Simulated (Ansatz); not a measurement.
ClH$_{3}$Si···SiH$_{4}$

```yaml
atoms:
  - { symbol: Si, position_ang: [0.6184, -0.0468, -0.0966] }
  - { symbol: Cl, position_ang: [1.2996, 0.0965, 1.8653] }
  - { symbol: H, position_ang: [1.7830, 0.1343, -1.0252] }
  - { symbol: H, position_ang: [-0.3996, 1.0286, -0.3423] }
  - { symbol: H, position_ang: [0.0005, -1.3974, -0.3053] }
  - { symbol: Si, position_ang: [-3.1341, 0.0371, 1.3218] }
  - { symbol: H, position_ang: [-3.1025, -0.8226, 0.0885] }
  - { symbol: H, position_ang: [-4.2774, -0.3901, 2.1984] }
  - { symbol: H, position_ang: [-3.3154, 1.4740, 0.9204] }
  - { symbol: H, position_ang: [-1.8390, -0.1137, 2.0693] }
```

Method: RKS PBE-D4/def2-SVP in Ansatz 0.2.0.

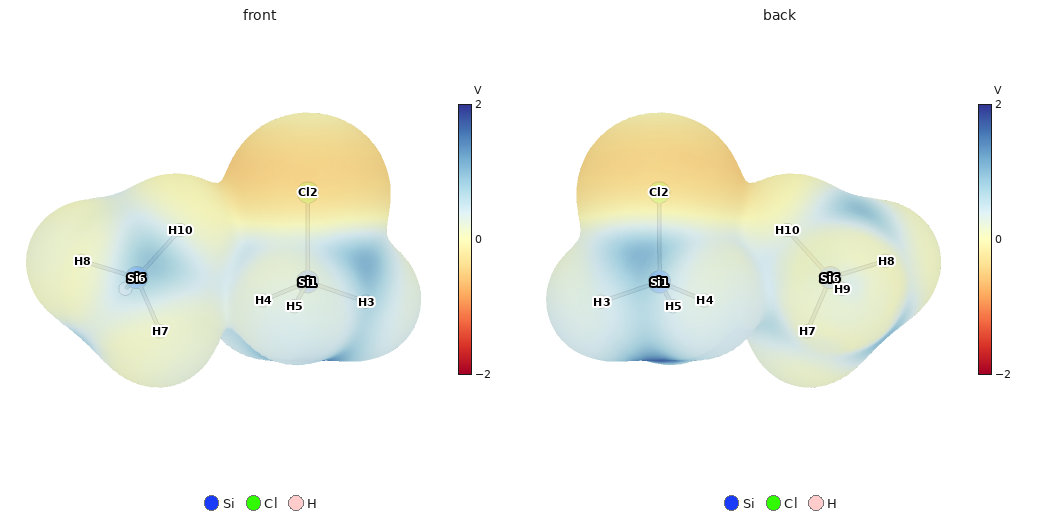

Figure 1. The molecular electrostatic potential painted on the density surface at 0.002 e/bohr³, seen from the front and from behind; red is negative and blue positive.

> Where is the surface potential most negative and most positive?

The most negative region (about −0.5 V) lies over Cl2, the most positive (about +1.6 V) over Si1.

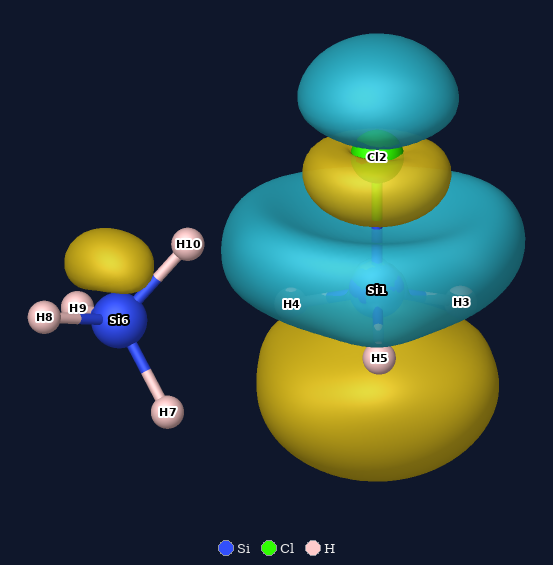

Figure 2. The LUMO at ±0.06 Å⁻³ᐟ² (yellow and cyan are the two phases), seen at a tilt.

> Describe this orbital and give its energy.

By Hirshfeld shares it lies mainly on Si1 (about 55 %) and Cl2 (about 25 %). Its energy is −0.78 eV.

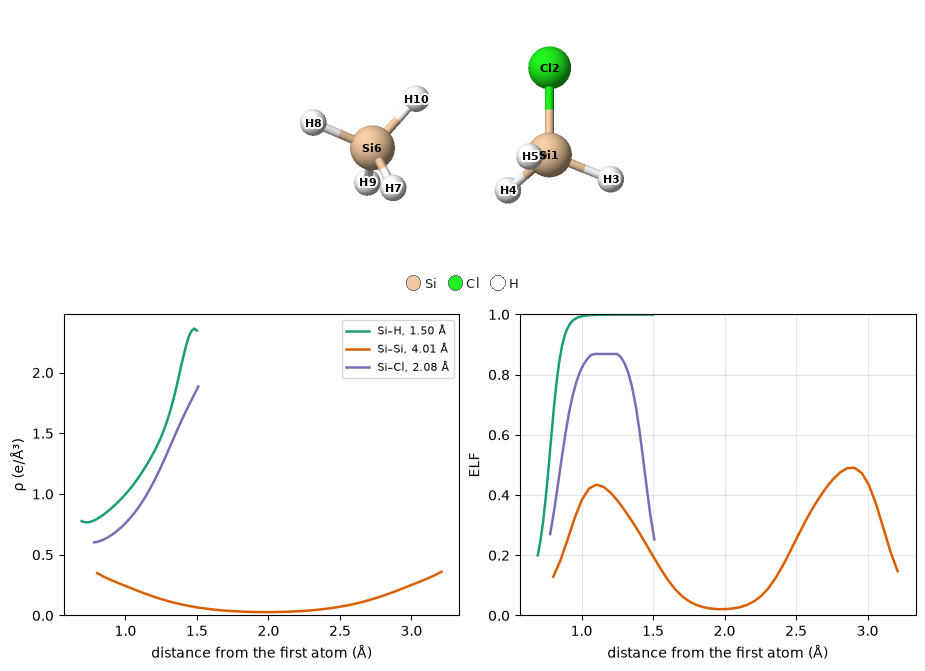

Figure 3. Total electron density and ELF along straight lines between neighbouring atoms. The curves leave out the atomic cores. The structure is drawn too.

> Compare the contacts.

Si–H (1.50 Å): ρ at the midpoint is about 0.77 e/Å³; the ELF climbs to about 1 towards the hydrogen, as it does in any bond to H.
Si1···Si6 (4.01 Å): the density falls to about 0.03 e/Å³ on the way; the ELF dips to about 0 between them: a weak contact between the two molecules.
Si–Cl (2.08 Å): the density is about 0.81 e/Å³ at the midpoint; the ELF peaks at about 0.85 between the atoms (a polar covalent bond).
